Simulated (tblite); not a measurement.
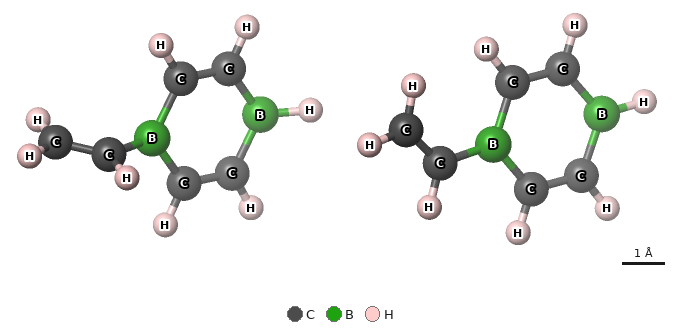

Two geometries of C$_{6}$H$_{8}$B$_{2}$, drawn at one scale. One is the start of a relaxation, the other its converged end. A ball-and-stick model, seen at a tilt.

Computed with GFN2-xTB geometry optimisation, gas phase (tblite 0.8.0). 

Which geometry has the lower energy?

The right one is the relaxed one. After 120 geometry steps the energy has fallen by 39.9 kJ/mol. The atom that moves furthest after the best rigid fit is an H atom (1.73 Å). Largest moves by element: H 1.73 Å, C 0.53 Å, B 0.16 Å. Some distances before and after: B–H 1.211 → 1.173 Å, C–H 1.115 → 1.080 Å, B–C 1.585 → 1.560 Å, C–C 1.324 → 1.346 Å. Bond angles that change, for instance: C–C–H 116.0° → 122.8°, H–C–H 122.1° → 115.4°, C–C–H 122.1° → 116.5°. Groups turn about B–C by about 80°. The run took 1.2 s on 1 thread of Arm Neoverse N1, on a shared host.
